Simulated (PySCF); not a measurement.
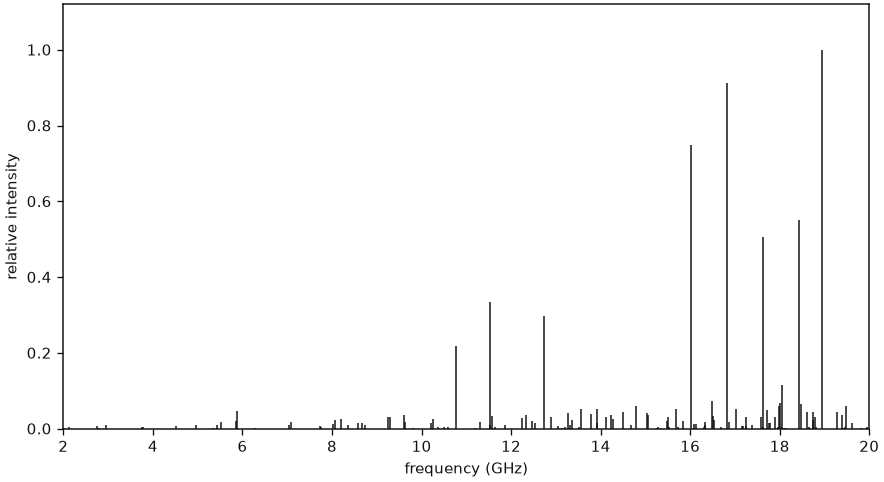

Simulated rotational absorption lines between 2 and 20 GHz at 5 K: rigid rotor with the equilibrium constants and dipole of one optimised conformer (PBE0-D3(BJ)/def2-SVP, PySCF), commonest isotopes; no centrifugal distortion, hyperfine structure, internal rotation or nuclear-spin weights; lines within 1 MHz of each other are summed.

Which molecule gives this spectrum?
A. CuPHF₃ (Cu(PF3)H), SMILES [H][Cu]<-[P](F)(F)F, singlet
B. C₃H₉FOSi, SMILES C[C@H](F)CO[SiH3]
C. BSiNH₄F₂, SMILES N[SiH2]B(F)F
D. C₃H₇FSi, SMILES F[C@H]1CC[SiH2]1

Answer. Option D. Rotational constants A, B, C = 6.214, 3.428, 2.447 GHz, |μa|, |μb|, |μc| = 1.57, 0.60, 0.60 D.

Caveats: coarse grid, loose stop and no frequency check, small forces are noise and the end may be a saddle.
